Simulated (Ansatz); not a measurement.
Mo (Im-3m, No. 229): the input geometry of an electronic-structure calculation (not necessarily at equilibrium).

Space group Im-3m (No. 229). a = 3.161 Å, b = 3.161 Å, c = 3.161 Å, α = 90.00°, β = 90.00°, γ = 90.00°
| atom | site | symmetry | x | y | z |
| --- | --- | --- | --- | --- | --- |
| Mo | 2a | m-3m | 0.0000 | 0.0000 | 0.0000 |

Q: What will a dark-field STEM-like image along [111] show? Simulated incoherent Z contrast: every atom adds Z^1.8 spread by a probe of 1.30 Å full width; channelling and multiple scattering are left out. The probe carries 15 % of its weight in a tail 2.5 times as wide.

A: The columns repeat on a hexagonal net with a repeat of 2.58 Å (plane group p6mm). All columns are alike (Mo). The shortest distance between visible columns is 2.58 Å in projection. Along the beam the structure repeats every 2.74 Å.

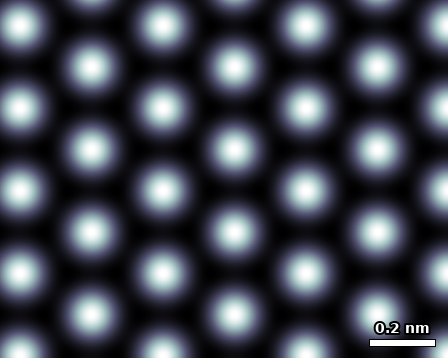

The simulated image.
